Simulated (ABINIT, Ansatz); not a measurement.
# HfCdS3 (Pm-3m): zone-centre phonons, part 3 of 5

Wanted: the vibrations of HfCdS3 (Pm-3m) at Γ, by two programs.

ABINIT 10.8.3; DFT PBE, scalar-relativistic, plane waves, SPMS norm-conserving pseudopotentials.

So far. Step 4 (Linear response at Γ): The acoustic modes at Γ come out as far as 7.9 cm⁻¹ from zero, where they should vanish, a small numerical error. The lowest optical mode is imaginary, 123i cm⁻¹, an instability at this level and on this k mesh. The relaxed cell has a = 4.954 Å (conventional setting).

The structure was built from a prototype and need not be the compound's stable phase.

### 5. Modes with the sum rule

anaddb reads the merged derivatives and imposes the acoustic sum rule.

anaddb.abi reads:

```
ddb_filepath "gamma_DDB"
output_file "anaddb.abo"
outdata_prefix "anaddb"
asr 1
chneut 1
enunit 2
eivec 1
nph1l 1
qph1l 0.0 0.0 0.0 1.0
```

mrgddb.in reads:

```
gamma_DDB
merged
2
dfpt_gammao_DDB
gso_DDB
```

Launch:

```
$ mrgddb < mrgddb.in > mrgddb.log
$ OMP_NUM_THREADS=1 anaddb anaddb.abi > anaddb.log
```

anaddb.abo, the main output file:

```text
-outvars_anaddb: echo values of input variables ----------------------

 Miscellaneous information :
      enunit         2
       eivec         1
         asr         1
 First list of wavevector (reduced coord.) :
       nph1l         1
       qph1l
                     0.00000000E+00  0.00000000E+00  0.00000000E+00    1.000E+00

================================================================================

 read the DDB information and perform some checks

  ==== Info on the Cryst% object ====
 Real(R)+Recip(G) space primitive vectors, cartesian coordinates (Bohr,Bohr^-1):
 R(1)=  9.3620227  0.0000000  0.0000000  G(1)=  0.1068145  0.0000000  0.0000000
 R(2)=  0.0000000  9.3620227  0.0000000  G(2)=  0.0000000  0.1068145  0.0000000
 R(3)=  0.0000000  0.0000000  9.3620227  G(3)=  0.0000000  0.0000000  0.1068145
 Unit cell volume ucvol=  8.2055759E+02 bohr^3
 Angles (23,13,12)=  9.00000000E+01  9.00000000E+01  9.00000000E+01 degrees
 Time-reversal symmetry is present
 Reduced atomic positions [iatom, xred, symbol]:
    1)    0.0000000  0.0000000  0.0000000  Cd
    2)    0.5000000  0.5000000  0.5000000  Hf
    3)    0.5000000  0.5000000  0.0000000   S
    4)    0.5000000  0.0000000  0.5000000   S
    5)    0.0000000  0.5000000  0.5000000   S

 DDB file with 3 blocks has been read.

================================================================================

 Treat the first list of vectors

  Phonon wavevector (reduced coordinates) :  0.00000  0.00000  0.00000
 Phonon energies in Hartree :
  -5.627069E-04 -5.627069E-04 -5.627069E-04 -4.631958E-04 -4.631958E-04
  -4.631958E-04 -1.180722E-04 -1.180722E-04 -1.180722E-04  1.210661E-08
   1.229394E-08  1.283961E-08  1.514261E-03  1.514261E-03  1.514261E-03
 Phonon energies in meV     :
- -1.531203E+01 -1.531203E+01 -1.531203E+01 -1.260420E+01 -1.260420E+01
- -1.260420E+01 -3.212908E+00 -3.212908E+00 -3.212908E+00  3.294376E-04
-  3.345351E-04  3.493835E-04  4.120515E+01  4.120515E+01  4.120515E+01
 Phonon frequencies in cm-1    :
- -1.234999E+02 -1.234999E+02 -1.234999E+02 -1.016597E+02 -1.016597E+02
- -1.016597E+02 -2.591385E+01 -2.591385E+01 -2.591385E+01  2.657093E-03
-  2.698208E-03  2.817968E-03  3.323420E+02  3.323420E+02  3.323420E+02
 Phonon frequencies in Thz     :
- -3.702433E+00 -3.702433E+00 -3.702433E+00 -3.047682E+00 -3.047682E+00
- -3.047682E+00 -7.768777E-01 -7.768777E-01 -7.768777E-01  7.965765E-05
-  8.089024E-05  8.448056E-05  9.963362E+00  9.963362E+00  9.963362E+00
 Phonon energies in Kelvin  :
- -1.776888E+02 -1.776888E+02 -1.776888E+02 -1.462657E+02 -1.462657E+02
- -1.462657E+02 -3.728425E+01 -3.728425E+01 -3.728425E+01  3.822964E-03
-  3.882119E-03  4.054427E-03  4.781660E+02  4.781660E+02  4.781660E+02

 Eigendisplacements
 (will be given, for each mode : in cartesian coordinates
   for each atom the real part of the displacement vector,
   then the imaginary part of the displacement vector - absolute values smaller than 1.0d-7 are set to zero)
  Mode number    1   Energy   -5.627069E-04
 Attention : low frequency mode.
   (Could be unstable or acoustic mode)
-  1  0.00000000E+00  0.00000000E+00  0.00000000E+00
-     0.00000000E+00  0.00000000E+00  0.00000000E+00
-  2  0.00000000E+00  0.00000000E+00  0.00000000E+00
-     0.00000000E+00  0.00000000E+00  0.00000000E+00
-  3  0.00000000E+00  0.00000000E+00  0.00000000E+00
-     0.00000000E+00  0.00000000E+00  0.00000000E+00
-  4  0.00000000E+00  0.00000000E+00 -2.92470830E-03
-     0.00000000E+00  0.00000000E+00  0.00000000E+00
-  5  0.00000000E+00  0.00000000E+00  2.92470830E-03
-     0.00000000E+00  0.00000000E+00  0.00000000E+00
  Mode number    2   Energy   -5.627069E-04
 Attention : low frequency mode.
   (Could be unstable or acoustic mode)
-  1  0.00000000E+00  0.00000000E+00  0.00000000E+00
-     0.00000000E+00  0.00000000E+00  0.00000000E+00
-  2  0.00000000E+00  0.00000000E+00  0.00000000E+00
-     0.00000000E+00  0.00000000E+00  0.00000000E+00
-  3  0.00000000E+00  2.92470830E-03  0.00000000E+00
-     0.00000000E+00  0.00000000E+00  0.00000000E+00
-  4  0.00000000E+00  0.00000000E+00  0.00000000E+00
-     0.00000000E+00  0.00000000E+00  0.00000000E+00
-  5  0.00000000E+00 -2.92470830E-03  0.00000000E+00
-     0.00000000E+00  0.00000000E+00  0.00000000E+00
  Mode number    3   Energy   -5.627069E-04
 Attention : low frequency mode.
   (Could be unstable or acoustic mode)
-  1  0.00000000E+00  0.00000000E+00  0.00000000E+00
-     0.00000000E+00  0.00000000E+00  0.00000000E+00
-  2  0.00000000E+00  0.00000000E+00  0.00000000E+00
-     0.00000000E+00  0.00000000E+00  0.00000000E+00
-  3  2.92470830E-03  0.00000000E+00  0.00000000E+00
-     0.00000000E+00  0.00000000E+00  0.00000000E+00
-  4 -2.92470830E-03  0.00000000E+00  0.00000000E+00
-     0.00000000E+00  0.00000000E+00  0.00000000E+00
-  5  0.00000000E+00  0.00000000E+00  0.00000000E+00
-     0.00000000E+00  0.00000000E+00  0.00000000E+00
  Mode number    4   Energy   -4.631958E-04
 Attention : low frequency mode.
   (Could be unstable or acoustic mode)
-  1  0.00000000E+00  0.00000000E+00 -1.24784884E-03
-     0.00000000E+00  0.00000000E+00  0.00000000E+00
-  2  0.00000000E+00  0.00000000E+00 -2.00197144E-04
-     0.00000000E+00  0.00000000E+00  0.00000000E+00
-  3  0.00000000E+00  0.00000000E+00  8.69400945E-04
-     0.00000000E+00  0.00000000E+00  0.00000000E+00
-  4  0.00000000E+00  0.00000000E+00  2.30978380E-03
-     0.00000000E+00  0.00000000E+00  0.00000000E+00
-  5  0.00000000E+00  0.00000000E+00  2.30978380E-03
-     0.00000000E+00  0.00000000E+00  0.00000000E+00
  Mode number    5   Energy   -4.631958E-04
 Attention : low frequency mode.
   (Could be unstable or acoustic mode)
-  1  0.00000000E+00  1.24784884E-03  0.00000000E+00
-     0.00000000E+00  0.00000000E+00  0.00000000E+00
-  2  0.00000000E+00  2.00197144E-04  0.00000000E+00
-     0.00000000E+00  0.00000000E+00  0.00000000E+00
-  3  0.00000000E+00 -2.30978380E-03  0.00000000E+00
-     0.00000000E+00  0.00000000E+00  0.00000000E+00
-  4  0.00000000E+00 -8.69400945E-04  0.00000000E+00
-     0.00000000E+00  0.00000000E+00  0.00000000E+00
-  5  0.00000000E+00 -2.30978380E-03  0.00000000E+00
-     0.00000000E+00  0.00000000E+00  0.00000000E+00
  Mode number    6   Energy   -4.631958E-04
 Attention : low frequency mode.
   (Could be unstable or acoustic mode)
-  1  1.24784884E-03  0.00000000E+00  0.00000000E+00
-     0.00000000E+00  0.00000000E+00  0.00000000E+00
-  2  2.00197144E-04  0.00000000E+00  0.00000000E+00
-     0.00000000E+00  0.00000000E+00  0.00000000E+00
-  3 -2.30978380E-03  0.00000000E+00  0.00000000E+00
-     0.00000000E+00  0.00000000E+00  0.00000000E+00
-  4 -2.30978380E-03  0.00000000E+00  0.00000000E+00
-     0.00000000E+00  0.00000000E+00  0.00000000E+00
-  5 -8.69400945E-04  0.00000000E+00  0.00000000E+00
-     0.00000000E+00  0.00000000E+00  0.00000000E+00
  Mode number    7   Energy   -1.180722E-04
 Attention : low frequency mode.
   (Could be unstable or acoustic mode)
-  1  0.00000000E+00  0.00000000E+00 -1.38061043E-03
-     0.00000000E+00  0.00000000E+00  0.00000000E+00
-  2  0.00000000E+00  0.00000000E+00  1.20563456E-03
-     0.00000000E+00  0.00000000E+00  0.00000000E+00
-  3  0.00000000E+00  0.00000000E+00  2.57613833E-04
-     0.00000000E+00  0.00000000E+00  0.00000000E+00
-  4  0.00000000E+00  0.00000000E+00 -1.06501331E-03
-     0.00000000E+00  0.00000000E+00  0.00000000E+00
-  5  0.00000000E+00  0.00000000E+00 -1.06501331E-03
-     0.00000000E+00  0.00000000E+00  0.00000000E+00
  Mode number    8   Energy   -1.180722E-04
 Attention : low frequency mode.
   (Could be unstable or acoustic mode)
-  1  0.00000000E+00 -1.38061043E-03  0.00000000E+00
-     0.00000000E+00  0.00000000E+00  0.00000000E+00
-  2  0.00000000E+00  1.20563456E-03  0.00000000E+00
-     0.00000000E+00  0.00000000E+00  0.00000000E+00
-  3  0.00000000E+00 -1.06501331E-03  0.00000000E+00
-     0.00000000E+00  0.00000000E+00  0.00000000E+00
-  4  0.00000000E+00  2.57613833E-04  0.00000000E+00
-     0.00000000E+00  0.00000000E+00  0.00000000E+00
-  5  0.00000000E+00 -1.06501331E-03  0.00000000E+00
-     0.00000000E+00  0.00000000E+00  0.00000000E+00
  Mode number    9   Energy   -1.180722E-04
 Attention : low frequency mode.
   (Could be unstable or acoustic mode)
-  1  1.38061044E-03  0.00000000E+00  0.00000000E+00
-     0.00000000E+00  0.00000000E+00  0.00000000E+00
-  2 -1.20563456E-03  0.00000000E+00  0.00000000E+00
-     0.00000000E+00  0.00000000E+00  0.00000000E+00
-  3  1.06501331E-03  0.00000000E+00  0.00000000E+00
-     0.00000000E+00  0.00000000E+00  0.00000000E+00
-  4  1.06501331E-03  0.00000000E+00  0.00000000E+00
-     0.00000000E+00  0.00000000E+00  0.00000000E+00
-  5 -2.57613833E-04  0.00000000E+00  0.00000000E+00
-     0.00000000E+00  0.00000000E+00  0.00000000E+00
  Mode number   10   Energy    1.210661E-08
 Attention : low frequency mode.
   (Could be unstable or acoustic mode)
-  1  0.00000000E+00  0.00000000E+00  1.19032663E-03
-     0.00000000E+00  0.00000000E+00  0.00000000E+00
-  2  0.00000000E+00  0.00000000E+00  1.19055806E-03
-     0.00000000E+00  0.00000000E+00  0.00000000E+00
-  3  0.00000000E+00  0.00000000E+00  1.19045809E-03
-     0.00000000E+00  0.00000000E+00  0.00000000E+00
-  4  0.00000000E+00  0.00000000E+00  1.19032444E-03
-     0.00000000E+00  0.00000000E+00  0.00000000E+00
-  5  0.00000000E+00  0.00000000E+00  1.19032444E-03
-     0.00000000E+00  0.00000000E+00  0.00000000E+00
  Mode number   11   Energy    1.229394E-08
 Attention : low frequency mode.
   (Could be unstable or acoustic mode)
-  1  0.00000000E+00  1.19032663E-03  0.00000000E+00
-     0.00000000E+00  0.00000000E+00  0.00000000E+00
-  2  0.00000000E+00  1.19055806E-03  0.00000000E+00
-     0.00000000E+00  0.00000000E+00  0.00000000E+00
-  3  0.00000000E+00  1.19032444E-03  0.00000000E+00
-     0.00000000E+00  0.00000000E+00  0.00000000E+00
-  4  0.00000000E+00  1.19045809E-03  0.00000000E+00
-     0.00000000E+00  0.00000000E+00  0.00000000E+00
-  5  0.00000000E+00  1.19032444E-03  0.00000000E+00
-     0.00000000E+00  0.00000000E+00  0.00000000E+00
  Mode number   12   Energy    1.283961E-08
 Attention : low frequency mode.
   (Could be unstable or acoustic mode)
-  1  1.19032663E-03  0.00000000E+00  0.00000000E+00
-     0.00000000E+00  0.00000000E+00  0.00000000E+00
-  2  1.19055806E-03  0.00000000E+00  0.00000000E+00
-     0.00000000E+00  0.00000000E+00  0.00000000E+00
-  3  1.19032444E-03  0.00000000E+00  0.00000000E+00
-     0.00000000E+00  0.00000000E+00  0.00000000E+00
-  4  1.19032444E-03  0.00000000E+00  0.00000000E+00
-     0.00000000E+00  0.00000000E+00  0.00000000E+00
-  5  1.19045809E-03  0.00000000E+00  0.00000000E+00
-     0.00000000E+00  0.00000000E+00  0.00000000E+00
  Mode number   13   Energy    1.514261E-03
-  1  0.00000000E+00  0.00000000E+00  6.09740320E-06
-     0.00000000E+00  0.00000000E+00  0.00000000E+00
-  2  0.00000000E+00  0.00000000E+00 -4.02972597E-04
-     0.00000000E+00  0.00000000E+00  0.00000000E+00
-  3  0.00000000E+00  0.00000000E+00  3.85595953E-03
-     0.00000000E+00  0.00000000E+00  0.00000000E+00
-  4  0.00000000E+00  0.00000000E+00 -8.17124090E-04
-     0.00000000E+00  0.00000000E+00  0.00000000E+00
-  5  0.00000000E+00  0.00000000E+00 -8.17124090E-04
-     0.00000000E+00  0.00000000E+00  0.00000000E+00
  Mode number   14   Energy    1.514261E-03
-  1  0.00000000E+00  6.09740320E-06  0.00000000E+00
-     0.00000000E+00  0.00000000E+00  0.00000000E+00
-  2  0.00000000E+00 -4.02972597E-04  0.00000000E+00
-     0.00000000E+00  0.00000000E+00  0.00000000E+00
-  3  0.00000000E+00 -8.17124090E-04  0.00000000E+00
-     0.00000000E+00  0.00000000E+00  0.00000000E+00
-  4  0.00000000E+00  3.85595953E-03  0.00000000E+00
-     0.00000000E+00  0.00000000E+00  0.00000000E+00
-  5  0.00000000E+00 -8.17124090E-04  0.00000000E+00
-     0.00000000E+00  0.00000000E+00  0.00000000E+00
  Mode number   15   Energy    1.514261E-03
-  1  6.09740320E-06  0.00000000E+00  0.00000000E+00
-     0.00000000E+00  0.00000000E+00  0.00000000E+00
-  2 -4.02972597E-04  0.00000000E+00  0.00000000E+00
-     0.00000000E+00  0.00000000E+00  0.00000000E+00
-  3 -8.17124090E-04  0.00000000E+00  0.00000000E+00
-     0.00000000E+00  0.00000000E+00  0.00000000E+00
-  4 -8.17124090E-04  0.00000000E+00  0.00000000E+00
-     0.00000000E+00  0.00000000E+00  0.00000000E+00
-  5  3.85595953E-03  0.00000000E+00  0.00000000E+00
-     0.00000000E+00  0.00000000E+00  0.00000000E+00

 Analysis of degeneracies and characters (maximum tolerance=1.00E-06 a.u.)
 For each vibration mode, or group of modes if degenerate,
 the characters are given for each symmetry operation (see the list in the log file).
 Symmetry characters of vibration mode #   1
       degenerate with vibration modes #   2 to    3
  3.0 -3.0 -1.0  1.0 -1.0  1.0 -1.0  1.0 -1.0  1.0  1.0 -1.0 -1.0  1.0  1.0 -1.0
  0.0 -0.0 -0.0  0.0  0.0 -0.0 -0.0  0.0 -1.0  1.0  1.0 -1.0  1.0 -1.0 -1.0  1.0
  0.0 -0.0  0.0 -0.0 -0.0  0.0 -0.0  0.0 -1.0  1.0 -1.0  1.0  1.0 -1.0  1.0 -1.0
 Symmetry characters of vibration mode #   4
       degenerate with vibration modes #   5 to    6
  3.0 -3.0 -1.0  1.0 -1.0  1.0 -1.0  1.0  1.0 -1.0 -1.0  1.0  1.0 -1.0 -1.0  1.0
 -0.0  0.0 -0.0  0.0  0.0 -0.0  0.0 -0.0  1.0 -1.0 -1.0  1.0 -1.0  1.0  1.0 -1.0
 -0.0  0.0  0.0 -0.0  0.0 -0.0 -0.0  0.0  1.0 -1.0  1.0 -1.0 -1.0  1.0 -1.0  1.0
 Symmetry characters of vibration mode #   7
       degenerate with vibration modes #   8 to    9
  3.0 -3.0 -1.0  1.0 -1.0  1.0 -1.0  1.0  1.0 -1.0 -1.0  1.0  1.0 -1.0 -1.0  1.0
 -0.0  0.0 -0.0  0.0  0.0 -0.0  0.0 -0.0  1.0 -1.0 -1.0  1.0 -1.0  1.0  1.0 -1.0
 -0.0  0.0  0.0 -0.0  0.0 -0.0 -0.0  0.0  1.0 -1.0  1.0 -1.0 -1.0  1.0 -1.0  1.0
 Symmetry characters of vibration mode #  10
       degenerate with vibration modes #  11 to   12
  3.0 -3.0 -1.0  1.0 -1.0  1.0 -1.0  1.0  1.0 -1.0 -1.0  1.0  1.0 -1.0 -1.0  1.0
  0.0 -0.0 -0.0  0.0  0.0 -0.0 -0.0  0.0  1.0 -1.0 -1.0  1.0 -1.0  1.0  1.0 -1.0
  0.0 -0.0  0.0 -0.0 -0.0  0.0 -0.0  0.0  1.0 -1.0  1.0 -1.0 -1.0  1.0 -1.0  1.0
 Symmetry characters of vibration mode #  13
       degenerate with vibration modes #  14 to   15
  3.0 -3.0 -1.0  1.0 -1.0  1.0 -1.0  1.0  1.0 -1.0 -1.0  1.0  1.0 -1.0 -1.0  1.0
 -0.0  0.0 -0.0  0.0  0.0 -0.0  0.0 -0.0  1.0 -1.0 -1.0  1.0 -1.0  1.0  1.0 -1.0
 -0.0  0.0  0.0 -0.0  0.0 -0.0 -0.0  0.0  1.0 -1.0  1.0 -1.0 -1.0  1.0 -1.0  1.0
-
```

Elapsed: 0.68 s, on 1 thread of Intel Xeon 6975P-C (Granite Rapids), shared host.

This step gave:

- lowest optical zone-centre mode: -123.5 cm⁻¹

No LO-TO term; unit eigenvectors of the mass-weighted matrix, from anaddb's displacements. The modes at Γ (shares of kinetic energy by element, %) (negative means imaginary):

```
mode  frequency (cm⁻¹)  symmetry  Cd %  Hf %  S %
   1            -123.5       T2u     0     0  100
   2            -123.5       T2u     0     0  100
   3            -123.5       T2u     0     0  100
   4            -101.7       T1u    32     1   67
   5            -101.7       T1u    32     1   67
   6            -101.7       T1u    32     1   67
   7             -25.9       T1u    39    47   14
   8             -25.9       T1u    39    47   14
   9             -25.9       T1u    39    47   14
  10               0.0  acoustic    29    46   25
  11               0.0  acoustic    29    46   25
  12               0.0  acoustic    29    46   25
  13             332.3       T1u     0     5   95
  14             332.3       T1u     0     5   95
  15             332.3       T1u     0     5   95
```

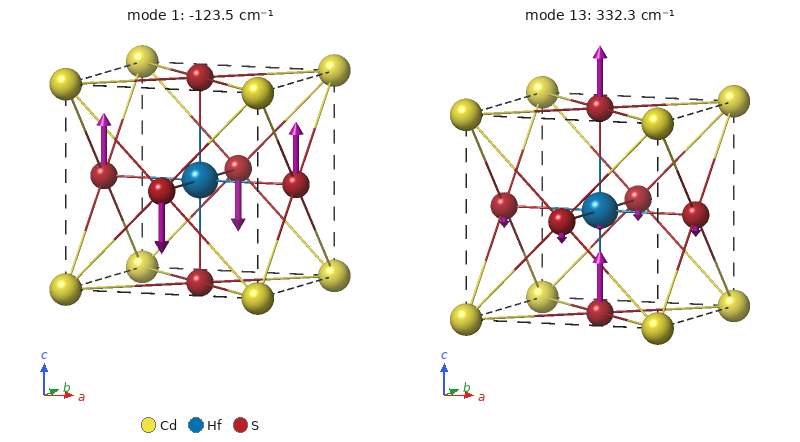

Displacement patterns of modes 1 and 13 at Γ; arrows are exaggerated. Some periodic images of atoms are drawn too.

The rule also moves an optical mode by 2.0 cm⁻¹.

(Part 3 of 5 ends here.)

[Host names and launcher messages were left out of these logs when they were recorded.]

[Logs are printed without paths, hosts, clocks, repeated set-up lines and the standing remarks that a program may print on its own settings, such as how far it seeks lower states.]

[Hosts, paths, dates, database ids (printed as entryN), source tags and the programs' standing remarks are cut or masked in the printed files.]
